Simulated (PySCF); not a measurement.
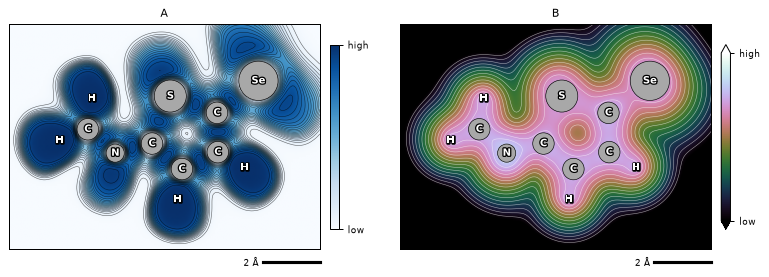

C5H4NSSe (charge −1): 2 fields on the molecular plane, with unlabelled colour scales. Grey discs cover the atomic cores.

Geometry: GFN2-xTB.

Theory: wB97X-D/def2-SVPD, SCF density, gas phase in PySCF.

```json
{"atom": "C", "x (Å)": "2.6446", "y (Å)": "0.5076", "z (Å)": "-0.1750"}
{"atom": "N", "x (Å)": "1.7738", "y (Å)": "-0.3700", "z (Å)": "0.1311"}
{"atom": "C", "x (Å)": "0.4560", "y (Å)": "-0.1789", "z (Å)": "0.0595"}
{"atom": "C", "x (Å)": "-0.4986", "y (Å)": "-1.1169", "z (Å)": "0.3920"}
{"atom": "C", "x (Å)": "-1.8089", "y (Å)": "-0.6812", "z (Å)": "0.2356"}
{"atom": "C", "x (Å)": "-1.9193", "y (Å)": "0.6133", "z (Å)": "-0.2258"}
{"atom": "Se", "x (Å)": "-3.4787", "y (Å)": "1.5282", "z (Å)": "-0.5474"}
{"atom": "S", "x (Å)": "-0.3502", "y (Å)": "1.3207", "z (Å)": "-0.4762"}
{"atom": "H", "x (Å)": "2.4018", "y (Å)": "1.5109", "z (Å)": "-0.5285"}
{"atom": "H", "x (Å)": "3.6865", "y (Å)": "0.2413", "z (Å)": "-0.0801"}
{"atom": "H", "x (Å)": "-0.2252", "y (Å)": "-2.0985", "z (Å)": "0.7427"}
{"atom": "H", "x (Å)": "-2.6805", "y (Å)": "-1.2772", "z (Å)": "0.4461"}
```

Match the panels to the quantities (electron density and electron localisation function).

Answer. Panel A: electron localisation function. Panel B: electron density. From the grid: C–N (1.27 Å): the density is about 2.8 e/Å³ at the midpoint; the ELF peaks at about 0.90 between the atoms; a covalent bond. C–C (1.38 Å): ρ is about 2.1 e/Å³ halfway; the ELF peaks at about 0.95 between the atoms, as expected for localised, covalent bonding.
